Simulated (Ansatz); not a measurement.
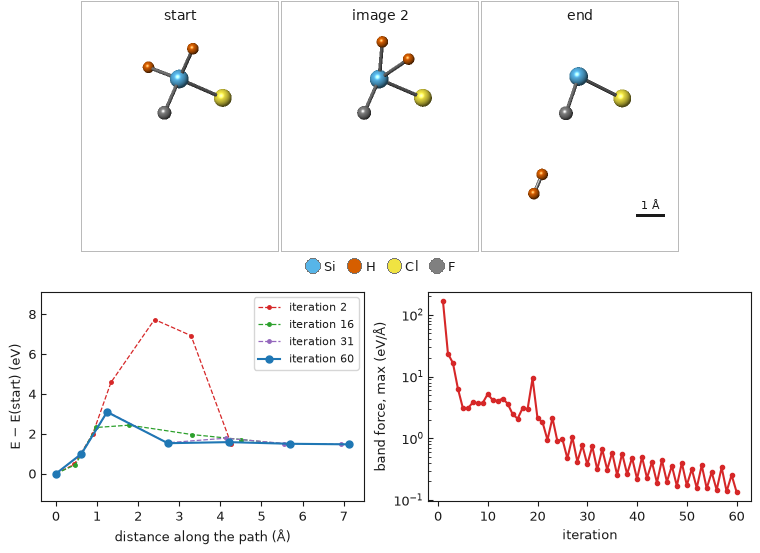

A search for the minimum-energy path of SiH₂ClF by the nudged elastic band. Images are numbered from 0 (start) to 6 (end). The plot follows the band through its iterations. The picture is a ball-and-stick view, seen from a free direction.

Theory: RKS PBE/def2-SVP (Ansatz). Settings: 5 movable images; climbing image from the first iteration; force threshold 0.03 eV/Å; iteration limit 60; optimiser L-BFGS; starting path through a guess of the saddle point.

Q: Judge this run.

A: The result isn't final. The band hadn't converged when the run stopped after 60 iterations. The largest component of the band force went from 170 to 0.14 eV/Å. The barrier read from it is provisional, though the highest image hardly moved in the last two iterations. The first iteration put the highest image at 33.28 eV. The highest point, image 2, lies 3.10 eV above the start and 1.62 eV above the end; the end is at +1.47 eV relative to the start.

Cost: 5.5 min on 1 thread of Arm Neoverse V1 (shared host), peak memory 0.1 GiB.
